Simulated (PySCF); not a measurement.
```xyz
20

C    -0.5582   -1.3174    1.0615
C     0.0787   -0.1527    0.3093
C     1.4927   -0.5456   -0.1574
C     2.3973    0.6486   -0.4007
Cl    2.6831    1.5406    1.1124
Cl    3.9681    0.0980   -1.0371
C    -0.8162    0.2514   -0.8615
F    -0.2226    1.3129   -1.5492
Si   -2.5919    0.8467   -0.4021
H     0.0711   -1.6165    1.8959
H    -1.5309   -1.0339    1.4552
H    -0.6875   -2.1717    0.4005
H     0.1660    0.7015    0.9876
H     1.9612   -1.1809    0.5968
H     1.4296   -1.1164   -1.0871
H     1.9902    1.3586   -1.1201
H    -0.8477   -0.5660   -1.5932
H    -2.4949    1.6465    0.8170
H    -3.0608    1.6407   -1.5326
H    -3.4324   -0.3338   -0.2002
```

Geometry: GFN2-xTB.

All numbers below come from PySCF 2.14.0, PBE0/pcSseg-1, SCF density, gas phase, non-relativistic.

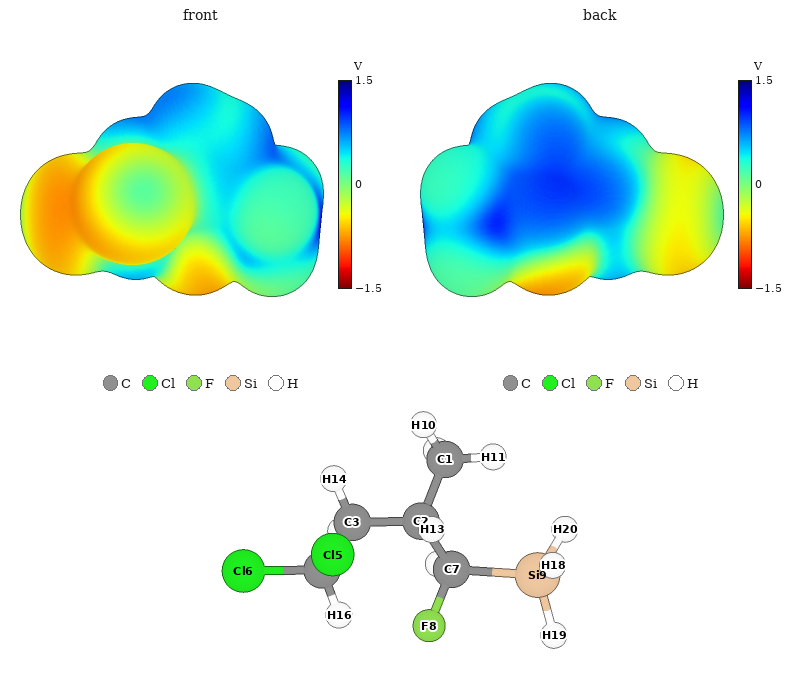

C5H11Cl2FSi. The electrostatic potential painted on the density surface at 0.001 e/bohr³, seen from the front and from behind; the colour scale runs from red (negative) to blue (positive). The bare structure is drawn below in the same view.

Q: Which sites attract a positive test charge, and which a negative one?

A: A positive charge is drawn to the negative regions and a negative charge to the positive ones. The most negative region (about −0.8 V) lies over Cl5 and Cl6, the most positive (about +1.0 V) over Si9 and H17.

Q: How polar is the molecule by this calculation?

A: Its dipole moment is 3.47 D.
